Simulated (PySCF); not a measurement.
CdP (charge −1, triplet)

```xyz
2

Cd    0.0000    0.0000   -0.5285
P     0.0000    0.0000    1.9435
```

Core potentials replace the inner electrons of Cd.

Computed with PBE0/def2-SVPD, non-relativistic Hamiltonian with scalar-relativistic core potentials where named, at a bond length of 2.472 Å in PySCF 2.14.0.

**What can the converged electron density, electron localisation function and spin density tell about the bonding?**

Cd–P (2.47 Å): ρ at the midpoint is about 0.42 e/Å³; the ELF peaks at about 0.75 in the valence shell of P, 0.9 Å from its nucleus, and is about 0.35 at the midpoint.
The unpaired spin (2 electrons) lies mostly on P2 (about 1.4) and Cd1 (about 0.6), in electrons by Hirshfeld's partition.

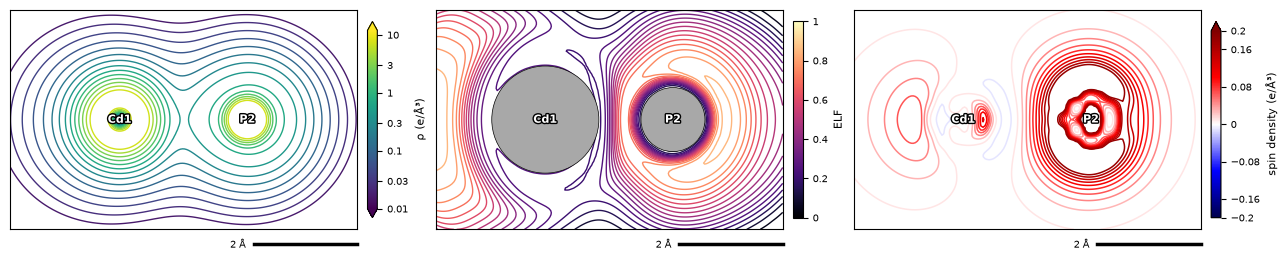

Computed electron density, electron localisation function and spin density on a plane that holds the molecular axis, in this order. Grey discs cover the atomic cores in the ELF map. 
